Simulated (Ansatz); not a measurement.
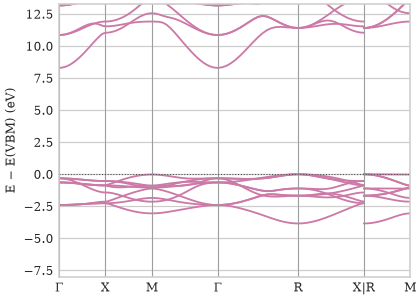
Fig. 1. Band structure from r²SCAN (plane waves, PAW; program Ansatz)

Q: Read off the gap and where the band edges lie.

A: About 8.3 eV (8.30 eV by a search for the band edges); maximum at R, minimum at Γ.

The material is KMgF₃ (cubic perovskite, Pm-3m).

The r²SCAN relaxation kept the symmetry of its start; phonons on a q-mesh show no instability.

Potentials: the later of the program's two PAW sets.
